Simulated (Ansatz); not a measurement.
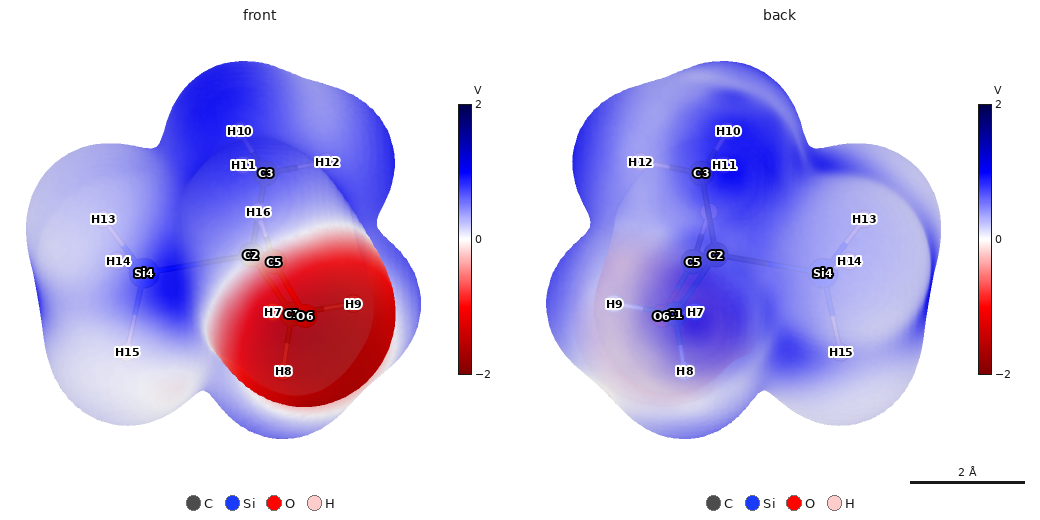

The picture shows: C4H10OSi. The electrostatic potential painted on the density surface at 0.002 e/bohr³, seen from the front and from behind; the colour scale runs from red (negative) to blue (positive).

Computed with RKS PBE0/6-31G* (Ansatz 0.2.0).

```csv
atom,x (Å),y (Å),z (Å)
C,-0.8805,-1.0006,0.8480
C,-0.0193,0.0744,0.1847
C,1.4753,-0.1025,0.4925
Si,-0.2544,-0.0116,-1.7164
C,-0.4642,1.4517,0.5905
O,-1.5239,1.7165,1.1097
H,-0.6060,-2.0017,0.4976
H,-1.9437,-0.8376,0.6508
H,-0.7446,-0.9747,1.9365
H,2.0809,0.7061,0.0657
H,1.8532,-1.0493,0.0921
H,1.6458,-0.1118,1.5768
H,0.5078,1.0808,-2.3861
H,0.2755,-1.3245,-2.1814
H,-1.6937,0.1027,-2.0744
H,0.2689,2.2596,0.3579
```

Which sites attract a positive test charge, and which a negative one?

Answer. A positive charge is drawn to the negative regions and a negative charge to the positive ones. The most negative region (about −1.6 V) lies over O6, the most positive (about +1.0 V) over Si4, C5, H10 and H11. O6 is the likeliest acceptor of a hydrogen bond.
